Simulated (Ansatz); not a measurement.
# SiNH5 (Si(NH2)H3) at HSE06/STO-3G

Aim: the vertical electron affinity of SiNH5 (Si(NH2)H3) at HSE06/STO-3G, from 2 runs. 

Program for the calculation: Ansatz 0.2.0.

49 further runs of the same task are left out: 49 set aside as unsound or not needed.

### 1 The structure to begin with

SiNH5: 7 atoms, total charge 0, spin state singlet. SMILES: `[H][Si]([H])([H])N`. Geometry: relaxed at GFN2-xTB.

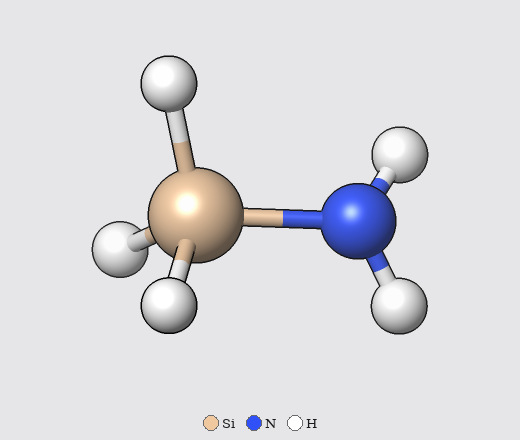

Viewed from a chosen angle; silicon light orange, nitrogen blue, hydrogen white.

### 2 A single-point energy at HSE06/STO-3G

File input.yaml:

```yaml
crystal:
  periodic: [false, false, false]
  atoms:
    - {symbol: Si, position_ang: [-0.000690, 0.002380, -0.682990]}
    - {symbol: "N", position_ang: [0.090660, 0.178690, 1.028560]}
    - {symbol: H, position_ang: [0.707680, -0.428190, 1.543790]}
    - {symbol: H, position_ang: [-0.763660, 0.307400, 1.545850]}
    - {symbol: H, position_ang: [1.387750, -0.009920, -1.135540]}
    - {symbol: H, position_ang: [-0.747920, 1.169350, -1.146100]}
    - {symbol: H, position_ang: [-0.673820, -1.219710, -1.153570]}
basis:
  gaussian: {orbitals: STO-3G}
hamiltonian: {xc: hse06}
accuracy: high
```

On the command line:

```
$ ansatz run input.yaml --threads 1 --pin off --max-ram 2610MiB --events-out events.jsonl --progress --plain --runs-dir runs
```

The program printed:

```text
Warning: RAYON_NUM_THREADS=1 ignored (pool sized by the plan → 1); use --threads N
Functional definition: HSE06
  name "HSE06"
  parameter a = 0.25
  parameter omega = 0.11/bohr
  exchange = pbe_x - a*pbe_x_sr(omega) + a*exact_x_sr(omega)
  correlation = pbe_c
337 factors; integrals over basis functions are off by at most 8.3e-9 eV
63 factors; integrals over basis functions are off by at most 7.7e-10 eV
mean field evaluation 1: about -9331.0689 eV, gradient 2.1e1 eV
mean field evaluation 2: about -9331.4034 eV, gradient 1.9e1 eV
mean field evaluation 4: about -9332.4207 eV, gradient 2.2e-1 eV
mean field evaluation 8: about -9332.3844 eV, gradient 3.5e-3 eV
mean field evaluation 16: about -9332.3844 eV, gradient 2.1e-8 eV
mean field -9332.38440495 eV, -342.9588011646 hartree, gradient 2.1e-8 eV, S^2 0.000000; 0 other end points of the search recorded, 0 dependent functions left out
reference -9332.38440697 eV, -342.9588012388 hartree; 13, 13 occupied and 6, 6 virtual orbitals, 337 factors
Total energy: -9332.38440697 eV, -342.9588012388 hartree
```

Wall time 1.3 s (1 thread of Arm Neoverse V2, shared host); peak memory 0.099 GiB.

### 3 The doublet anion, same level

File job.yaml:

```yaml
crystal:
  periodic: [false, false, false]
  atoms:
    - {symbol: Si, position_ang: [-0.000690, 0.002380, -0.682990]}
    - {symbol: N, position_ang: [0.090660, 0.178690, 1.028560]}
    - {symbol: H, position_ang: [0.707680, -0.428190, 1.543790]}
    - {symbol: H, position_ang: [-0.763660, 0.307400, 1.545850]}
    - {symbol: H, position_ang: [1.387750, -0.009920, -1.135540]}
    - {symbol: H, position_ang: [-0.747920, 1.169350, -1.146100]}
    - {symbol: H, position_ang: [-0.673820, -1.219710, -1.153570]}
basis:
  gaussian: {orbitals: STO-3G}
total_charge: -1
hamiltonian: {xc: {name: HSE06}}
magnetization: {spin_polarized: true, initial_magnetization: 1}
accuracy: high
```

On the command line:

```
$ ansatz run job.yaml --threads 1 --pin off --max-ram 2610MiB --events-out events.jsonl --progress --plain --runs-dir runs
```

The program printed:

```text
Warning: RAYON_NUM_THREADS=1 ignored (pool sized by the plan → 1); use --threads N
Functional definition: HSE06
  name "HSE06"
  parameter a = 0.25
  parameter omega = 0.11/bohr
  exchange = pbe_x - a*pbe_x_sr(omega) + a*exact_x_sr(omega)
  correlation = pbe_c
337 factors; integrals over basis functions are off by at most 8.3e-9 eV
63 factors; integrals over basis functions are off by at most 7.7e-10 eV
mean field evaluation 1: about -9318.6412 eV, gradient 1.2e1 eV
mean field evaluation 2: about -9317.8400 eV, gradient 1.7e1 eV
mean field evaluation 4: about -9320.4024 eV, gradient 2.5e0 eV
mean field evaluation 8: about -9320.5790 eV, gradient 2.7e-1 eV
mean field evaluation 16: about -9320.5798 eV, gradient 1.4e-4 eV
mean field evaluation 32: about -9320.4502 eV, gradient 1.5e0 eV
mean field -9320.57983754 eV, -342.5249913138 hartree, gradient 1.1e-8 eV, S^2 0.753485; 3 other end points of the search recorded, 0 dependent functions left out
reference -9320.57983944 eV, -342.5249913834 hartree; 14, 13 occupied and 5, 6 virtual orbitals, 337 factors
Total energy: -9320.57983944 eV, -342.5249913834 hartree
```

Wall time 4.8 s (1 thread of Arm Neoverse V2, shared host); peak memory 0.14 GiB.

### 4 What came out

Level: HSE06/STO-3G.

| quantity | value |
| --- | --- |
| singlet SiNH5: total energy | -342.95880 Eh |
| doublet anion: total energy | -342.52499 Eh |
| doublet anion: ⟨S²⟩ | 0.753 |
| vertical electron affinity (to the doublet anion) | -11.805 eV |

In words: The anion lies 11.80 eV (1139 kJ/mol) above the neutral: the electron isn't bound at this level, and such a value depends on the basis. Without diffuse functions anions come out too high. In a minimal basis such a difference can be off by several eV, whatever the method.
